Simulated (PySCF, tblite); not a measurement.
# C₁₀H₁₄BN: excited states

Wanted: excited states for C₁₀H₁₄BN (`CB(C)/C=C/C=C/n1cccc1`).

Programs: tblite 0.8.0 and PySCF 2.14.0, with routines of our own; each step states its level. All values are computed. Atoms count from 0.

## Step 1: The starting structure

26 atoms, charge 0, multiplicity 1; geometry from: force field or distance geometry start.

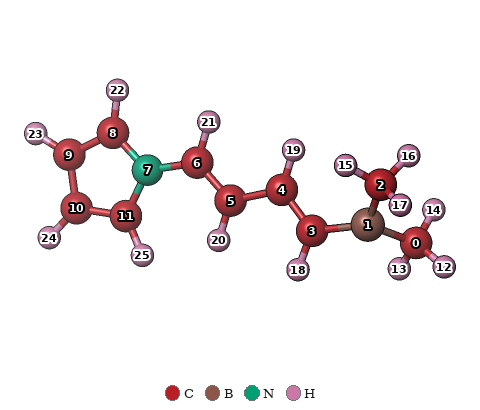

The starting geometry (carbon red, boron brown, nitrogen teal, hydrogen pink).

## Step 2: Relaxing the molecule with GFN2-xTB

The job: settings as JSON, then the geometry in Å.

```
{"job": {"kind": "relax", "xc": "GFN2-xTB", "basis": "xTB"}, "charge": 0, "multiplicity": 1}
C     -4.179800    -1.220200    -0.790700
B     -3.366100     0.087000    -0.351500
C     -4.012200     0.941900     0.798800
C     -1.832500     0.098800    -0.689400
C     -0.894600     0.116000     0.259200
C      0.510900     0.123000    -0.179800
C      1.518200     0.152500     0.683400
N      2.888400     0.160900     0.330300
C      3.934800     0.178800     1.170900
C      5.099700     0.179500     0.469800
C      4.779900     0.151000    -0.876100
C      3.390200     0.135100    -0.916500
H     -5.134500    -0.973100    -1.285200
H     -3.550900    -1.724600    -1.555100
H     -4.275900    -1.936100     0.041800
H     -3.303200     1.663100     1.246500
H     -4.396600     0.208600     1.556600
H     -4.879800     1.549800     0.399600
H     -1.523600     0.078100    -1.729900
H     -1.132800     0.136400     1.316700
H      0.749900     0.112900    -1.235700
H      1.287900     0.169500     1.760000
H      3.898900     0.209600     2.275400
H      6.086300     0.191400     0.901100
H      5.472600     0.148500    -1.717500
H      2.843700     0.114000    -1.869500
```

Started as:

```sh
OMP_NUM_THREADS=1 python excited_run.py task.json out
```

The driver reads the jobs from task.json and runs them one after another.

Log:

```text
step      E/eV     max force
  0    -887.77590    2.539
  1    -888.04169    1.247
  2    -888.13933    0.639
  3    -888.22956    0.527
  4    -888.26217    0.455
  5    -888.28674    0.326
  6    -888.30820    0.380
  7    -888.32287    0.256
  8    -888.33107    0.193
  9    -888.33653    0.151
 10    -888.34108    0.168
 11    -888.34496    0.175
 12    -888.34811    0.159
 13    -888.35103    0.118
 14    -888.35416    0.128
 15    -888.35774    0.141
 16    -888.36151    0.140
 17    -888.36475    0.122
 18    -888.36712    0.090
 19    -888.36889    0.098
 20    -888.37045    0.090
 21    -888.37193    0.090
 22    -888.37338    0.089
 23    -888.37493    0.122
 24    -888.37667    0.134
 25    -888.37836    0.088
 26    -888.37962    0.066
 27    -888.38054    0.063
 28    -888.38146    0.090
 29    -888.38273    0.099
 30    -888.38441    0.096
 31    -888.38612    0.087
 32    -888.38742    0.071
 33    -888.38840    0.068
 34    -888.38936    0.068
 35    -888.39030    0.062
 36    -888.39108    0.053
 37    -888.39170    0.044
 38    -888.39229    0.054
 39    -888.39286    0.058
 40    -888.39337    0.056
 41    -888.39383    0.051
 42    -888.39436    0.056
 43    -888.39503    0.071
 44    -888.39576    0.057
 45    -888.39644    0.059
 46    -888.39710    0.067
 47    -888.39786    0.067
 48    -888.39881    0.077
 49    -888.39984    0.066
 50    -888.40082    0.079
 51    -888.40176    0.079
 52    -888.40272    0.080
 53    -888.40371    0.070
 54    -888.40468    0.077
 55    -888.40571    0.088
 56    -888.40691    0.095
 57    -888.40855    0.110
 58    -888.41070    0.091
 59    -888.41221    0.065
 60    -888.41321    0.074
 61    -888.41406    0.067
 62    -888.41478    0.068
 63    -888.41543    0.051
 64    -888.41580    0.035
 65    -888.41607    0.030
 66    -888.41635    0.031
 67    -888.41661    0.030
 68    -888.41685    0.031
 69    -888.41709    0.037
 70    -888.41736    0.041
 71    -888.41765    0.036
 72    -888.41789    0.033
 73    -888.41806    0.031
 74    -888.41822    0.031
 75    -888.41841    0.032
 76    -888.41862    0.036
 77    -888.41881    0.030
 78    -888.41896    0.024
 79    -888.41909    0.023
 80    -888.41921    0.023
 81    -888.41931    0.025
 82    -888.41940    0.019
 83    -888.41950    0.021
 84    -888.41962    0.024
 85    -888.41977    0.026
 86    -888.41992    0.029
 87    -888.42007    0.027
 88    -888.42024    0.029
 89    -888.42044    0.035
 90    -888.42066    0.034
 91    -888.42090    0.039
 92    -888.42118    0.038
 93    -888.42154    0.035
 94    -888.42196    0.041
 95    -888.42242    0.041
 96    -888.42294    0.058
 97    -888.42340    0.075
 98    -888.42409    0.061
 99    -888.42482    0.043
100    -888.42527    0.045
101    -888.42583    0.044
102    -888.42651    0.072
103    -888.42730    0.082
104    -888.42747    0.138
105    -888.42860    0.071
106    -888.42915    0.055
107    -888.43043    0.045
108    -888.43099    0.047
109    -888.43164    0.052
110    -888.43212    0.057
111    -888.43255    0.037
112    -888.43285    0.039
113    -888.43316    0.036
114    -888.43350    0.044
115    -888.43390    0.037
116    -888.43418    0.034
117    -888.43439    0.028
118    -888.43456    0.024
119    -888.43470    0.019
120    -888.43482    0.020
121    -888.43492    0.024
122    -888.43504    0.029
123    -888.43521    0.038
124    -888.43547    0.038
125    -888.43580    0.036
126    -888.43609    0.029
127    -888.43625    0.029
128    -888.43642    0.025
129    -888.43661    0.027
130    -888.43681    0.026
131    -888.43692    0.036
132    -888.43702    0.027
133    -888.43711    0.020
134    -888.43725    0.022
135    -888.43734    0.021
136    -888.43742    0.018
137    -888.43749    0.020
138    -888.43756    0.019
139    -888.43762    0.015
140    -888.43769    0.016
141    -888.43775    0.017
142    -888.43781    0.018
143    -888.43787    0.015
144    -888.43793    0.014
145    -888.43799    0.020
146    -888.43807    0.026
147    -888.43817    0.026
148    -888.43830    0.025
149    -888.43847    0.025
150    -888.43865    0.033
151    -888.43884    0.030
152    -888.43905    0.053
153    -888.43937    0.047
154    -888.43987    0.045
155    -888.44055    0.056
156    -888.44103    0.045
157    -888.44086    0.125
158    -888.44185    0.056
159    -888.44221    0.035
160    -888.44286    0.074
161    -888.44336    0.044
162    -888.44390    0.038
163    -888.44441    0.042
164    -888.44438    0.047
165    -888.44473    0.024
166    -888.44483    0.021
167    -888.44499    0.019
168    -888.44510    0.030
169    -888.44516    0.021
170    -888.44521    0.013
171    -888.44526    0.011
172    -888.44530    0.012
173    -888.44533    0.012
174    -888.44537    0.011
175    -888.44540    0.010
```

Run time: 1.9 s. Hardware: 1 thread of Arm Neoverse V1, shared host; peak memory 0.17 GiB.

Along the way: (not every step is listed)

```csv
step,energy from step 0 (eV),largest force (eV/Å)
0,0.0000,2.5389
1,-0.2658,1.2469
2,-0.3634,0.6389
3,-0.4537,0.5274
4,-0.4863,0.4547
5,-0.5108,0.3256
6,-0.5323,0.3805
7,-0.5470,0.2560
8,-0.5552,0.1927
24,-0.6008,0.1337
40,-0.6175,0.0559
56,-0.6310,0.0945
72,-0.6420,0.0329
88,-0.6443,0.0288
104,-0.6516,0.1381
120,-0.6589,0.0203
136,-0.6615,0.0182
152,-0.6631,0.0528
168,-0.6692,0.0299
170,-0.6693,0.0130
171,-0.6694,0.0114
172,-0.6694,0.0124
173,-0.6694,0.0116
174,-0.6695,0.0108
175,-0.6695,0.0098
```

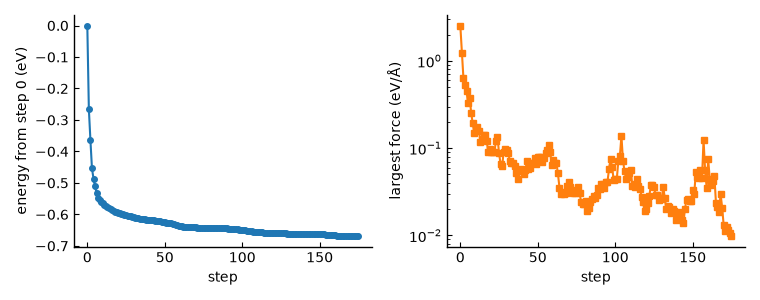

Energy and largest force along the relaxation.

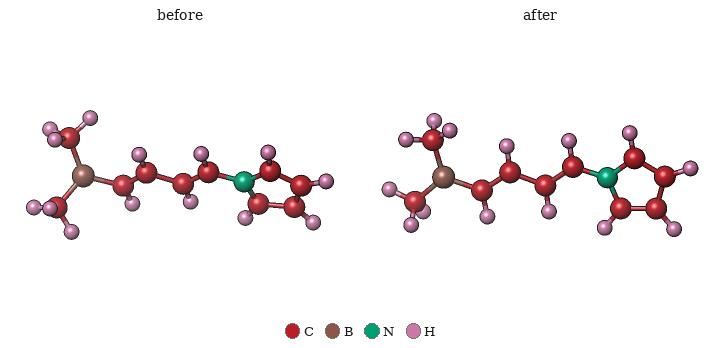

The geometry before (left) and after (right).

Close pairs (by a distance rule), those that changed most:

```csv
bond,before (Å),after (Å),change (Å)
C2–H17,1.132,1.091,-0.041
C4–C5,1.472,1.432,-0.040
C6–N7,1.415,1.376,-0.039
C2–H16,1.122,1.088,-0.034
C8–H22,1.106,1.073,-0.033
C9–C10,1.384,1.416,+0.032
N7–C8,1.342,1.370,+0.028
C11–H25,1.099,1.071,-0.028
```

The end geometry stands in the next job.

## Step 3: Infrared spectrum with GFN2-xTB

The job: settings as JSON, then the geometry in Å.

```
{"job": {"kind": "ir", "xc": "GFN2-xTB", "basis": "xTB"}, "charge": 0, "multiplicity": 1}
C     -4.416771    -0.756920    -1.201313
B     -3.352586    -0.224362    -0.159672
C     -3.832761     0.464240     1.178721
C     -1.856324    -0.377524    -0.515161
C     -0.815353     0.086812     0.205901
C      0.557010    -0.055436    -0.178085
C      1.574679     0.413417     0.563492
N      2.912978     0.319911     0.259497
C      3.918977     0.767712     1.075184
C      5.117076     0.515740     0.477970
C      4.837596    -0.111892    -0.760012
C      3.482905    -0.216829    -0.864110
H     -5.443415    -0.487281    -0.965686
H     -4.203819    -0.410650    -2.211955
H     -4.372020    -1.845815    -1.246207
H     -3.125932     0.386246     2.000957
H     -4.790942     0.082382     1.524863
H     -3.978783     1.528943     0.989922
H     -1.597467    -0.889092    -1.438910
H     -0.995820     0.609325     1.136546
H      0.747596    -0.567121    -1.110433
H      1.377581     0.918321     1.501103
H      3.698791     1.227420     2.018834
H      6.087933     0.746095     0.869902
H      5.557176    -0.443930    -1.481854
H      2.890649    -0.627255    -1.656220
```

Log:

```text
mode    cm-1     km/mol
  1      17.1      0.55
  2      30.7      0.74
  3      46.5      0.11
  4      53.9      1.44
  5      64.0      0.23
  6      73.8      1.22
  7     153.3      0.26
  8     162.1      0.38
  9     191.6      0.06
 10     233.8      0.10
 11     294.8      0.52
 12     336.1      0.15
 13     361.0      4.16
 14     397.2      1.95
 15     438.0      1.77
 16     531.8      0.79
 17     575.8      0.03
 18     586.7      1.61
 19     695.9     12.17
 20     735.7      2.65
 21     744.7      0.05
 22     756.2      2.07
 23     763.6      4.10
 24     767.4     22.14
 25     795.9      0.47
 26     821.5      4.70
 27     833.4      0.20
 28     842.8      0.00
 29     868.2      7.79
 30     874.9    141.58
 31     887.0     34.24
 32     958.9      2.65
 33     981.6     21.77
 34    1028.0     30.78
 35    1083.8     10.51
 36    1090.1     39.22
 37    1107.9    192.94
 38    1110.1      6.61
 39    1171.2    124.28
 40    1193.7     50.51
 41    1202.6    303.01
 42    1219.2     41.30
 43    1279.2     15.12
 44    1288.3      3.78
 45    1315.7     16.59
 46    1337.1    304.58
 47    1380.9      1.16
 48    1384.1     38.30
 49    1390.1     18.38
 50    1427.1      9.41
 51    1480.2    478.24
 52    1486.8      0.16
 53    1492.1      1.34
 54    1498.5      2.32
 55    1505.3      3.39
 56    1561.7     24.56
 57    1593.2    418.48
 58    1643.5    157.42
 59    2990.2      6.90
 60    2994.0     53.26
 61    3003.6     38.77
 62    3015.0     41.21
 63    3027.4     34.14
 64    3036.4     24.08
 65    3037.9     79.02
 66    3054.2     16.78
 67    3056.5     32.86
 68    3085.1     60.70
 69    3157.0      5.35
 70    3164.7     22.40
 71    3173.8     49.82
 72    3184.0     24.19
```

It took 1.5 s on 1 thread of Arm Neoverse V1, shared host; peak memory 0.17 GiB.

Which atoms move in the most intense modes:

```csv
cm⁻¹,km/mol,atoms
875,141.6,"B1 25 %, H14 17 %, H17 14 %"
1108,192.9,"B1 43 %, H18 10 %"
1171,124.3,"C5 14 %, H25 13 %, H19 12 %, B1 11 %"
1203,303.0,B1 37 %
1337,304.6,"C9 21 %, N7 20 %, C10 20 %"
1480,478.2,"C11 27 %, C8 23 %, N7 20 %"
1593,418.5,"C4 45 %, C3 34 %"
1644,157.4,"C6 47 %, C5 31 %"
```

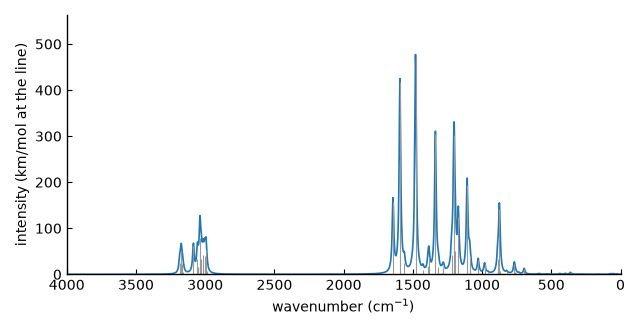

The infrared spectrum from these modes, unscaled. Lines are broadened to a width of 14 cm⁻¹ (Lorentzian).

## Step 4: Excited states: TDA BHandHLYP/def2-SVP

The job, as its differences from that of step 3:

```diff
@@ -1,2 +1,2 @@
-{"job": {"kind": "ir", "xc": "GFN2-xTB", "basis": "xTB"}, "charge": 0, "multiplicity": 1}
+{"job": {"kind": "states", "xc": "BHandHLYP", "basis": "def2-SVP", "tda": true, "soc": true, "nstates": 6, "ntriplets": 5, "nquad": 4}, "charge": 0, "multiplicity": 1}
 C     -4.416771    -0.756920    -1.201313
```

With the program's defaults for keys left out, this is: TDA BHandHLYP/def2-SVP excited states, vertical, gas phase, spin-orbit mean-field couplings.

Log:

```text
coarse grid: 21688 points
cycle   1  E = -468.2686699143  dE =  2.352e+00  |g| = 5.807e-01  |ddm| = 5.443e+00
cycle   2  E = -468.2588142935  dE =  9.856e-03  |g| = 6.595e-01  |ddm| = 1.406e+00
cycle   3  E = -468.3703933650  dE = -1.116e-01  |g| = 1.185e-01  |ddm| = 8.071e-01
cycle   4  E = -468.3738109152  dE = -3.418e-03  |g| = 5.064e-02  |ddm| = 1.650e-01
cycle   5  E = -468.3744818997  dE = -6.710e-04  |g| = 7.151e-03  |ddm| = 5.752e-02
cycle   6  E = -468.3744960677  dE = -1.417e-05  |g| = 3.022e-03  |ddm| = 1.098e-02
cycle   7  E = -468.3744992088  dE = -3.141e-06  |g| = 1.074e-03  |ddm| = 4.683e-03
final grid: 209488 points
cycle   8  E = -468.4356127081  dE = -3.696e-05  |g| = 4.116e-03  |ddm| = 3.335e-02
cycle   9  E = -468.4356143225  dE = -1.614e-06  |g| = 3.457e-03  |ddm| = 7.847e-03
cycle  10  E = -468.4356172989  dE = -2.976e-06  |g| = 5.499e-04  |ddm| = 3.485e-03
cycle  11  E = -468.4356173692  dE = -7.032e-08  |g| = 2.297e-04  |ddm| = 7.789e-04
cycle  12  E = -468.4356173830  dE = -1.378e-08  |g| = 6.231e-05  |ddm| = 2.934e-04
cycle  13  E = -468.4356173840  dE = -1.059e-09  |g| = 1.812e-05  |ddm| = 7.782e-05
cycle  14  E = -468.4356173841  dE = -1.021e-10  |g| = 8.069e-06  |ddm| = 2.728e-05
converged SCF energy = -468.4356173841

Singlet excitations
state   eV       nm        f     d(h-e)  d(exc)  Lambda  PR(NTO)  |dmu|/D   mu/D   main configurations
  1   4.6364   267.4   1.47761   1.507   4.100   0.735   1.095    5.184    6.210   H->L 0.92
  2   4.8913   253.5   0.17374   3.654   4.940   0.390   1.027   13.094   14.089   H-1->L 0.93
  3   5.9789   207.4   0.00050   1.275   3.293   0.400   1.026    4.631    3.812   H-3->L 0.48, H-4->L 0.40
  4   6.0943   203.4   0.00023   1.759   3.486   0.407   1.022    7.127    6.037   H-4->L 0.49, H-3->L 0.37
  5   6.4007   193.7   0.01068   0.057   4.438   0.694   1.257                     H->L+1 0.87
  6   6.6492   186.5   0.06525   1.369   4.007   0.717   1.334                     H-2->L 0.83

Triplet excitations (Tamm-Dancoff)
state   eV     d(h-e)  d(exc)  Lambda  PR(NTO)   main configurations
  1   2.5124   0.216   3.293   0.746   1.090   H->L 0.85
  2   3.6266   1.343   3.312   0.465   1.085   H-1->L 0.57, H-1->L+1 0.30
  3   4.4071   0.204   2.723   0.721   2.112   H->L+1 0.39, H-2->L 0.34, H-5->L 0.14
  4   5.3755   0.513   2.815   0.709   2.794   H-1->L+6 0.20, H-5->L 0.18, H-2->L+1 0.15
  5   5.5208   1.088   3.132   0.429   1.031   H-4->L 0.71, H-3->L 0.15
S1 - T1 = 2.1240 eV

Spin-orbit couplings |<S|Hso|T>| (cm-1)
             T1       T2       T3       T4       T5
S0        0.083    0.087    0.113    0.088    2.657
S1        0.021    0.011    0.050    0.074    1.596
S2        0.029    0.043    0.016    0.049    0.343
S3        1.601    0.089    1.519    0.640    2.787
S4        1.143    0.130    1.244    0.572    5.957
S5        0.045    0.024    0.059    0.060    0.099
S6        0.154    0.050    0.100    0.108    1.347
T1 sublevels (cm-1): 0.000 0.000 0.000   radiative rates (1/s): 0.000246 0.000127 0.00157
```

It took 1.9 min on 1 thread of Arm Neoverse V1, shared host; peak memory 0.93 GiB.

From this job:

```csv
quantity,value
S1 less T1,2.12 eV
```

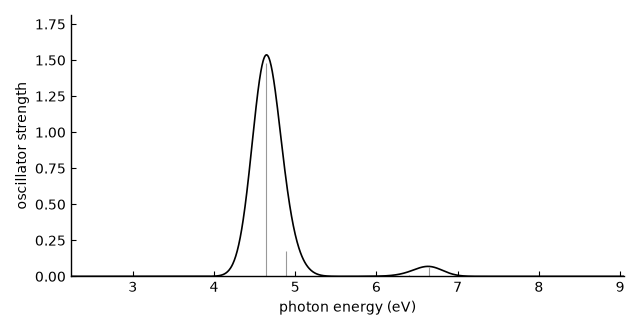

Absorption lines of the singlets. Lines are broadened to a width of 0.40 eV (Gaussian).

## Step 5: Outcome

| quantity | value |
| --- | --- |
| strongest single infrared mode (GFN2-xTB) | 1480 cm⁻¹, 478 km/mol |
| zero-point energy (GFN2-xTB) | 133.1 kcal/mol |
| S1 less T1 (step 4, TDA BHandHLYP/def2-SVP) | 2.12 eV |

**Reading.** No mode is imaginary among the 72: a minimum at this level. The strongest single mode, at 1480 cm⁻¹, has its largest shares on C11, C8 and N7 (the list is cut at 3 atoms). GFN2-xTB is a fitted tight-binding method: band positions and strengths are rough. Its intensities can rank the bands wrongly. In step 4, the number of triplets below S1 is 3, and the largest singlet-triplet spin-orbit coupling is S4–T5, 5.96 cm⁻¹.
